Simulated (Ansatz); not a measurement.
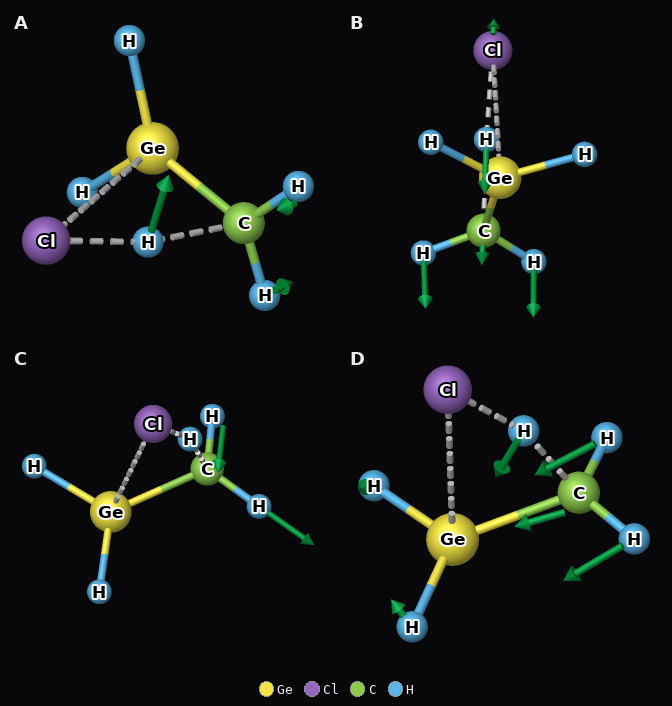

4 normal modes of one molecule or complex, as arrows. Broken sticks mark bonds that form or break. Harmonic vibrations computed with RKS PBE0-D4/def2-TZVP (Ansatz 0.2.0) at a stationary point of the same level. It is a saddle point of order 1.

> Match the panels to the wavenumbers 500 cm⁻¹, 817 cm⁻¹, 1018 cm⁻¹, 3264 cm⁻¹.

A: 1018 cm⁻¹
B: 500 cm⁻¹
C: 3264 cm⁻¹
D: 817 cm⁻¹
